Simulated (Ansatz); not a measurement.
**SnH2F (SMILES [F][SnH2]): methods side by side**

The species is SnH2F (4 atoms), meant as a doublet with charge 0. SMILES: `[F][SnH2]`. Geometry: relaxed at PBE0-D4/def2-TZVP.

Quantity: the vertical energy of the quartet above the doublet, in eV. The values are calculated.

```json
{"level": "USVWN5/STO-3G", "kind": "LDA", "program": "Ansatz", "value (eV)": "7.35", "less FCI/STO-3G": "+0.33", "CPU time (all runs)": "3.4 s"}
{"level": "U-revPBE/STO-3G", "kind": "GGA", "program": "Ansatz", "value (eV)": "7.35", "less FCI/STO-3G": "+0.33", "CPU time (all runs)": "5.9 s"}
{"level": "UPBE/STO-3G", "kind": "GGA", "program": "Ansatz", "value (eV)": "7.34", "less FCI/STO-3G": "+0.32", "CPU time (all runs)": "5.9 s"}
{"level": "U-r2SCAN/STO-3G", "kind": "meta-GGA", "program": "Ansatz", "value (eV)": "7.43", "less FCI/STO-3G": "+0.41", "CPU time (all runs)": "17 s"}
{"level": "UBHLYP/STO-3G", "kind": "global hybrid", "program": "Ansatz", "value (eV)": "7.26", "less FCI/STO-3G": "+0.24", "CPU time (all runs)": "6.3 s"}
{"level": "UCAM-B3LYP/STO-3G", "kind": "range-separated hybrid", "program": "Ansatz", "value (eV)": "7.46", "less FCI/STO-3G": "+0.44", "CPU time (all runs)": "7.4 s"}
{"level": "UB2PLYP/STO-3G", "kind": "double hybrid", "program": "Ansatz", "value (eV)": "7.37", "less FCI/STO-3G": "+0.35", "CPU time (all runs)": "7 s"}
{"level": "UCCSDT(Q)/STO-3G", "kind": "coupled cluster or CI", "program": "Ansatz", "value (eV)": "7.02", "less FCI/STO-3G": "0.00", "CPU time (all runs)": "4.8 s"}
{"level": "FCI/STO-3G", "kind": "exact in the basis", "program": "Ansatz", "value (eV)": "7.02", "less FCI/STO-3G": "0.00", "CPU time (all runs)": "6.9 s"}
```

FCI/STO-3G is exact within its basis and frozen core, so for wave-function methods in that basis the difference is their error; functionals converge differently with the basis, so for them it is only a difference. All-electron rows without a relativistic Hamiltonian named are non-relativistic. Spin-orbit coupling, which can split open shells on such heavy atoms by tenths of an eV, is left out. The values span 7.02 to 7.46 eV. All rows use very small basis sets, so even the best lies far from the true value. In the correlated wave-function rows the outer d shell of Sn is correlated, in sets not made for it. CPU times are rough (shared hosts, several kinds of processor): they show what a rung costs within a factor of a few.

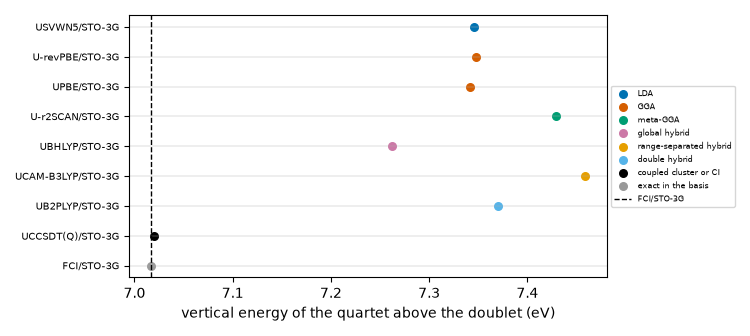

The values of the table, level by level.
